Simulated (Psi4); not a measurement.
**UHF/STO-3G run of SiH2SCl (SMILES S[SiH]Cl)**

What is the energy change on altering one bond length of SiH2SCl at UHF/STO-3G? 

The calculation is run with Psi4 1.11.

## (1) Starting point

SiH2SCl: 5 atoms, total charge 0, spin state doublet. SMILES: `S[SiH]Cl`. The shape is that of a PBE0-D4/def2-TZVP optimisation. This is one conformer, not always the lowest.

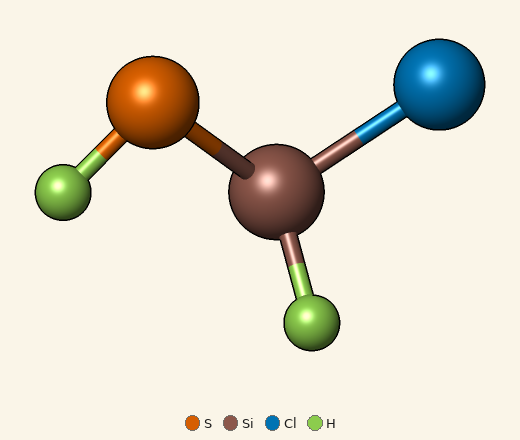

Viewed from a chosen angle; sulfur orange, silicon brown, chlorine blue, hydrogen green.

## (2) Energy and gradient at UHF/STO-3G

Contents of calc.py:

```python
import psi4

psi4.set_memory('1600 MB')
psi4.set_num_threads(1)
psi4.set_output_file('psi4.out', False)

molecule = psi4.geometry("""
0 2
S     -1.489500     0.144700    -0.110400
Si     0.633500     0.085900    -0.296400
Cl     1.324100     1.826800     0.545500
H     -1.633000    -1.077000    -0.655900
H      1.214800    -1.053900     0.475800
symmetry c1
no_reorient
no_com
""")

psi4.set_options({
    'basis': 'STO-3G',
    'reference': 'uhf',
    'puream': True,
    'e_convergence': 1e-09,
    'd_convergence': 1e-08,
    'scf_type': 'pk',
    'maxiter': 200,
})

result, w = psi4.gradient("scf", return_wfn=True)
psi4.oeprop(w, "DIPOLE", "QUADRUPOLE", "MULLIKEN_CHARGES", title="SCF")
print('gradient / Eh bohr^-1')
print(result.np.round(6))
print(f'energy = {w.energy():.10f} Eh')
```

Run with:

```console
python calc.py
```

psi4.out:

```text
[...]
  Running in c1 symmetry.
[...]
  Nuclear repulsion =  182.303621320240268
[...]
  Multiplicity = 2
[...]
  Nalpha       = 25
  Nbeta        = 24
[...]
    Number of basis functions: 29
[...]
   @UHF iter   1: -1134.48839971734014   -1.55843e+00   7.96732e-03 DIIS/ADIIS
[...]
   @UHF iter  13: -1134.54819962486044   -6.82121e-13   7.31094e-09 DIIS
[...]
   @S^2 Observed:                7.538858409E-01
[...]
    Orbital Energies [Eh]
    ---------------------
    Alpha Occupied:
       1A   -103.623554     2A    -90.737143     3A    -68.020741
       4A    -10.317554     5A     -8.646256     6A     -7.761408
       7A     -7.756395     8A     -7.755760     9A     -6.279556
      10A     -6.276502    11A     -6.272590    12A     -6.014839
      13A     -4.047105    14A     -4.034251    15A     -4.032249
      16A     -1.003790    17A     -0.908804    18A     -0.652424
      19A     -0.494858    20A     -0.446123    21A     -0.411785
      22A     -0.397644    23A     -0.359957    24A     -0.311426
      25A     -0.244699
    Alpha Virtual:
[...]
  @UHF Final Energy: -1134.54819962486044
   => Energetics <=
    Nuclear Repulsion Energy =            182.3036213202402678
    One-Electron Energy =               -1940.6028972712051655
    Two-Electron Energy =                 623.7510763261043394
    Total Energy =                      -1134.5481996248604446
  UHF NO Occupations:
  HONO-2 :   23  A 1.9996699
  HONO-1 :   24  A 1.9984489
[...]
  -Total Gradient:
     Atom            X                  Y                   Z
    ------   -----------------  -----------------  -----------------
       1       -0.008068001668     0.013115672609     0.005632308493
       2        0.005006215175     0.038222856084    -0.002035951769
       3       -0.009634683550    -0.017593596545    -0.011074385797
       4        0.001166566489    -0.009784689326    -0.004961830043
       5        0.011529903554    -0.023960242821     0.012439859116
[...]
 Multipole Moments:
 ------------------------------------------------------------------------------------
     Multipole            Electronic (a.u.)      Nuclear  (a.u.)        Total (a.u.)
 ------------------------------------------------------------------------------------
 L = 1.  Multiply by 2.5417464519 to convert [e a0] to [Debye]
 Dipole X            :        -13.5936620           13.4709127           -0.1227493
 Dipole Y            :        -62.5413360           61.3074398           -1.2338962
 Dipole Z            :         -6.7615042            6.0044158           -0.7570884
 Magnitude           :                                                    1.4528421
 L = 2.  Multiply by 1.3450342976 to convert [e a0^2] to [Debye ang]
 Quadrupole XX       :       -296.5767353          268.0576865          -28.5190488
 Quadrupole XY       :       -140.6192674          138.9592028           -1.6600646
[...]
  Mulliken Charges: (a.u.)
   Center  Symbol    Alpha    Beta     Spin     Total
       1     S     8.07517  7.96535  0.10981 -0.04052
       2    SI     7.10022  6.28989  0.81032  0.60989
       3    CL     8.71574  8.68415  0.03159 -0.39989
       4     H     0.51617  0.52232 -0.00615 -0.03849
       5     H     0.59271  0.53829  0.05442 -0.13100
   Total alpha = 25.00000, Total beta = 24.00000, Total charge =  0.00000
```

On the terminal:

```text
gradient / Eh bohr^-1
[[-0.008068  0.013116  0.005632]
 [ 0.005006  0.038223 -0.002036]
 [-0.009635 -0.017594 -0.011074]
 [ 0.001167 -0.009785 -0.004962]
 [ 0.01153  -0.02396   0.01244 ]]
energy = -1134.5481996249 Eh
```

Wall time 1.7 s (1 thread of Intel Xeon at 2.60GHz (Ice Lake), shared host); peak memory 0.18 GiB.

## (3) The distorted shape at the same level

Contents of job.json:

```json
{
 "schema_name": "qcschema_input",
 "schema_version": 1,
 "molecule": {
  "schema_name": "qcschema_molecule",
  "schema_version": 2,
  "symbols": ["S", "Si", "Cl", "H", "H"],
  "geometry": [-2.97951795, 0.59652418, -0.42750896, 1.03237061, 0.48540828, -0.77899802, 2.33741547, 3.77523249, 0.8119624, -3.25069365, -1.71215423, -1.45835456, 2.2956393, -1.99158236, 0.89913169],
  "molecular_charge": 0,
  "molecular_multiplicity": 2,
  "fix_symmetry": "c1"
 },
 "driver": "gradient",
 "model": {
  "method": "scf",
  "basis": "STO-3G"
 },
 "keywords": {
  "reference": "uhf",
  "puream": true,
  "e_convergence": 1e-09,
  "d_convergence": 1e-08,
  "scf_type": "pk",
  "maxiter": 200,
  "scf_properties": ["DIPOLE", "QUADRUPOLE", "WIBERG_LOWDIN_INDICES"]
 }
}
```

Run with:

```console
psi4 --qcschema job.json -n 1 --memory 1600MB
```

stdout:

```text
[...]
  Running in c1 symmetry.
[...]
  Nuclear repulsion =  181.326304407602493
[...]
  Multiplicity = 2
[...]
  Nalpha       = 25
  Nbeta        = 24
[...]
    Number of basis functions: 29
[...]
   @UHF iter   1: -1134.45554431441860   -1.60232e+00   8.31907e-03 DIIS/ADIIS
[...]
   @UHF iter  15: -1134.52051501353822    0.00000e+00   3.87402e-09 DIIS
[...]
   @S^2 Observed:                7.598414685E-01
[...]
    Orbital Energies [Eh]
    ---------------------
    Alpha Occupied:
       1A   -103.625492     2A    -90.739471     3A    -68.023998
       4A    -10.319511     5A     -8.648639     6A     -7.763442
       7A     -7.758308     8A     -7.757677     9A     -6.282128
      10A     -6.278863    11A     -6.274842    12A     -6.016894
      13A     -4.048192    14A     -4.036225    15A     -4.032687
      16A     -1.004955    17A     -0.910400    18A     -0.630549
      19A     -0.484980    20A     -0.438322    21A     -0.412229
      22A     -0.398362    23A     -0.357374    24A     -0.310973
      25A     -0.244786
    Alpha Virtual:
[...]
  @UHF Final Energy: -1134.52051501353822
   => Energetics <=
    Nuclear Repulsion Energy =            181.3263044076024926
    One-Electron Energy =               -1938.6110453554024389
    Two-Electron Energy =                 622.7642259342617308
    Total Energy =                      -1134.5205150135382155
  UHF NO Occupations:
  HONO-2 :   23  A 1.9987550
  HONO-1 :   24  A 1.9965933
[...]
 Multipole Moments:
 ------------------------------------------------------------------------------------
     Multipole            Electronic (a.u.)      Nuclear  (a.u.)        Total (a.u.)
 ------------------------------------------------------------------------------------
 L = 1.  Multiply by 2.5417464519 to convert [e a0] to [Debye]
 Dipole X            :          1.5354838           -1.7149851           -0.1795012
 Dipole Y            :          3.3751780           -4.5376046           -1.1624266
 Dipole Z            :         -0.1255502           -0.6437285           -0.7692787
 Magnitude           :                                                    1.4054344
 L = 2.  Multiply by 1.3450342976 to convert [e a0^2] to [Debye ang]
 Quadrupole XX       :       -293.6481962          265.1068405          -28.5413557
 Quadrupole XY       :       -121.9388751          121.0242689           -0.9146061
[...]
  -Total Gradient:
     Atom            X                  Y                   Z
    ------   -----------------  -----------------  -----------------
       1       -0.008442091164     0.012573601862     0.004986331624
       2       -0.019537342132     0.085789763153    -0.033046468437
       3       -0.008790584555    -0.018006821281    -0.011349894216
       4        0.001075928821    -0.009883940422    -0.004912592237
       5        0.035694089007    -0.070472603319     0.044322623274
[...]
```

The result, in JSON:

```text
{
 "driver": "gradient",
 "model": {
  "method": "scf",
  "basis": "STO-3G"
 },
 "success": true,
 "return_result": [-0.008442091164340526, 0.012573601862148287, 0.0049863316239186495, -0.019537342132102717, 0.08578976315260195, -0.033046468437343934, -0.008790584554740861, -0.018006821280764, -0.01134989421550952, 0.0010759288206544024, -0.009883940422182158, -0.0049125922367224545, 0.03569408900669252, -0.07047260331895763, 0.044322623274058864],
 "properties": {
  "calcinfo_nbasis": 29,
  "calcinfo_nmo": 29,
  "calcinfo_nalpha": 25,
  "calcinfo_nbeta": 24,
  "calcinfo_natom": 5,
  "nuclear_repulsion_energy": 181.3263044076025,
  "return_energy": -1134.5205150135382,
  "return_gradient": [-0.008442091164340526, 0.012573601862148287, 0.0049863316239186495, -0.019537342132102717, 0.08578976315260195, -0.033046468437343934, -0.008790584554740861, -0.018006821280764, -0.01134989421550952, 0.0010759288206544024, -0.009883940422182158, -0.0049125922367224545, 0.03569408900669252, -0.07047260331895763, 0.044322623274058864],
  "scf_one_electron_energy": -1938.6110453554024,
  "scf_two_electron_energy": 622.7642259342617,
  "scf_dipole_moment": [-0.179501218745433, -1.1624265881023206, -0.769278661246231],
  "scf_total_energy": -1134.5205150135382,
  "scf_total_gradient": [-0.008442091164340526, 0.012573601862148287, 0.0049863316239186495, -0.019537342132102717, 0.08578976315260195, -0.033046468437343934, -0.008790584554740861, -0.018006821280764, -0.01134989421550952, 0.0010759288206544024, -0.009883940422182158, -0.0049125922367224545, 0.03569408900669252, -0.07047260331895763, 0.044322623274058864],
  "scf_iterations": 15
 }
}
```

Wall time 1.8 s (1 thread of Intel Xeon at 2.60GHz (Ice Lake), shared host); peak memory 0.18 GiB.

## (4) Results

At UHF/STO-3G:

| quantity | value |
| --- | --- |
| first shape: total energy | -1134.54820 Eh |
| first shape: dipole moment | 3.69 D |
| first shape: HOMO energy (highest over α and β) | -6.66 eV |
| first shape: LUMO energy (lowest over α and β) | 4.41 eV |
| first shape: ⟨S²⟩ | 0.754 |
| first shape: largest force on an atom | 1.985 eV/Å |
| distorted shape: total energy | -1134.52052 Eh |
| distorted shape: dipole moment | 3.57 D |
| distorted shape: HOMO energy (highest over α and β) | -6.66 eV |
| distorted shape: LUMO energy (lowest over α and β) | 4.17 eV |
| distorted shape: ⟨S²⟩ | 0.760 |
| distorted shape: largest force on an atom | 4.833 eV/Å |
| energy change with the Si2–H5 bond stretched from 1.494 to 1.719 Å | 0.753 eV |

**Reading.** With the Si2–H5 bond stretched from 1.494 to 1.719 Å the energy rises by 0.75 eV (72.7 kJ/mol). The first shape isn't relaxed at this level, so the change isn't measured from a minimum. The minimal basis adds a large error of its own. The largest force (first shape) is 1.99 eV/Å: the shape isn't a stationary point for this species at this level.
